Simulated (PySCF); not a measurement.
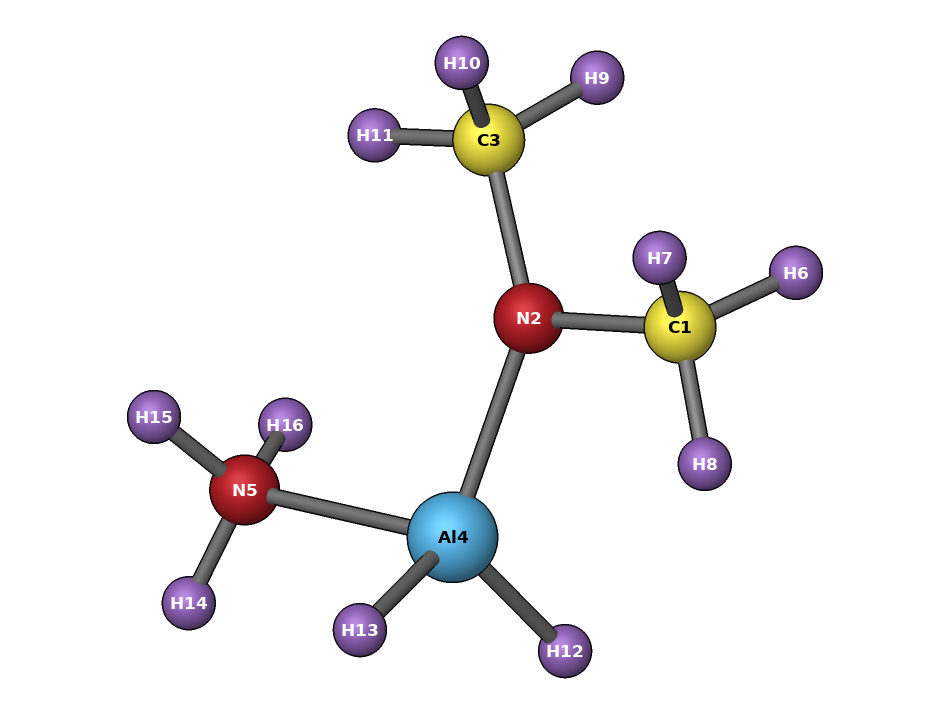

The questions are on isotropic NMR shieldings of the H atoms. Computed geometry: GFN2-xTB optimisation. No frequency run is at hand to confirm it as a minimum. Method: GIAO PBE0/pcSseg-1 NMR shielding, non-relativistic, gas phase (PySCF 2.14.0).

**Which H atom is the most shielded (lowest chemical shift)?**

H14 (29.72 ppm).

**Which H atom is the least shielded (highest chemical shift)?**

H12, H13 (27.63 ppm).

**How wide is the range of H shifts?**

2.09 ppm.

List the isotropic NMR shieldings of the H atoms.

| atom | σ (ppm) |
| --- | --- |
| H6 | 29.23 |
| H7 | 29.23 |
| H8 | 28.93 |
| H9 | 29.07 |
| H10 | 29.08 |
| H11 | 29.29 |
| H12 | 27.63 |
| H13 | 27.63 |
| H14 | 29.72 |
| H15 | 29.36 |
| H16 | 29.35 |

The geometry is semi-empirical. Around Al such bond lengths and angles can be off by a tenth of an ångström or more and by several degrees, and values that hang on the shape move with them.
